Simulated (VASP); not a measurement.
Band structure of KZnF3 (cubic perovskite). Calculation: r2SCAN meta-GGA, VASP's PBE PAW potentials (set 64) (plane waves; VASP 6.6.1).

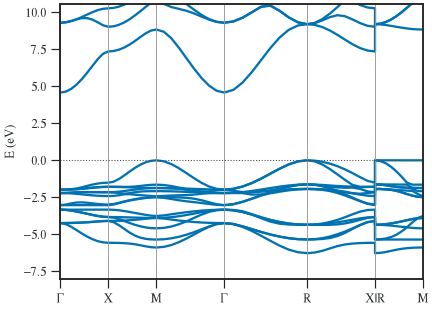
*Bands along high-symmetry lines, zero at the valence-band maximum or, without a gap, the Fermi level*

Read the plot: is there a gap, and where are the band edges?

The gap is indirect, 4.58 eV, from the valence maximum at R to the conduction minimum at Γ.

The compound is KZnF3 in the cubic perovskite structure. The cell was not relaxed at this level.
